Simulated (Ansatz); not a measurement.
Pressure series in Co2N

The reference is Co2N (space group Pnnm, No. 58; a = 4.2236 Å, b = 4.4831 Å, c = 2.7927 Å; non-magnetic).

Cell and atoms are relaxed at each pressure.

All numbers come from PBEsol in Ansatz (plane waves to 420 eV, PAW, spin-orbit coupling left out).

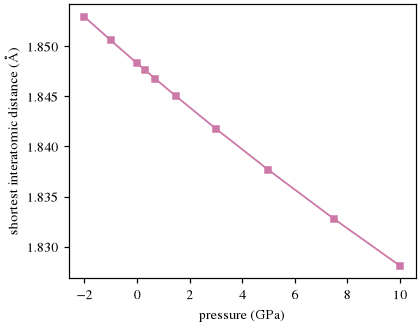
*Shortest interatomic distance against pressure*

Question: From the plot, what is the shortest interatomic distance for pressure 3 GPa?

Answer: About 1.842 Å.

Question: Is the trend monotonic over the range shown?

Answer: Yes, it falls throughout, spanning 182.8 pm to 185.3 pm.

Load acts through the strain it causes; cell and atoms are relaxed under it. No phonon test of stability was made. Competing high-pressure phases were not computed. Starting moments died away, wholly or in part, for the base; another magnetic solution may exist. All final runs are without spin polarisation.

Ansatz is a quantum-chemistry and plane-wave program.
